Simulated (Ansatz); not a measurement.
**Profile along the Mn–Si line in MnSi (FeSi type, space group P2_13)**

MnSi (FeSi type, space group P2_13)

```xyz
8
Lattice="4.5566 0.0000 0.0000 0.0000 4.5566 0.0000 0.0000 0.0000 4.5566" Properties=species:S:1:pos:R:3 pbc="T T T"
Mn     0.6339     0.6339     0.6339
Mn     2.9122     1.6444     3.9227
Mn     3.9227     2.9122     1.6444
Mn     1.6444     3.9227     2.9122
Si     3.8515     3.8515     3.8515
Si     1.5732     2.9833     0.7050
Si     0.7050     1.5732     2.9833
Si     2.9833     0.7050     1.5732
```

Fields along a shortest Mn–Si line of a {110} plane (2.32 Å), from Mn to Si, interpolated on the slice's grid (step about 0.2 Å). The numbers are results of r2SCAN (plane waves to 500 eV, PAW, scalar-relativistic; Ansatz, a program for electronic structure), not measurements. k mesh 10×10×10. Inside the PAW spheres the values are not all-electron values, and peaks at nuclei hang on which shells count as valence. MnSi was relaxed with its symmetry unable to fall. Relaxed MnSi ends ferromagnetic. Other magnetic orders were not checked, so this need not be the ground state.

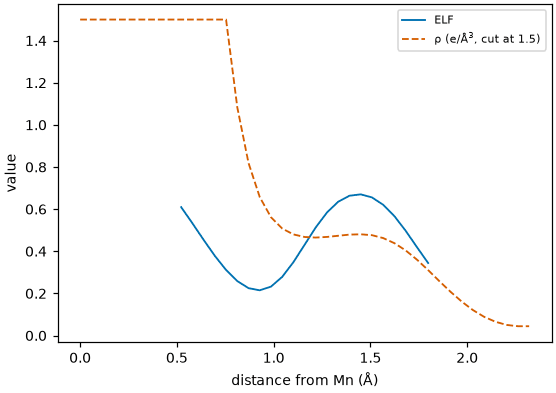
ELF (away from the nuclei) and valence density from Mn to Si.

Density on the Mn–Si line (2.32 Å) at its midpoint: 0.47 e/Å³. ELF at that point: 0.4. ELF maximum in the middle third of the Mn–Si line: 0.67, 1.4 Å from Mn.
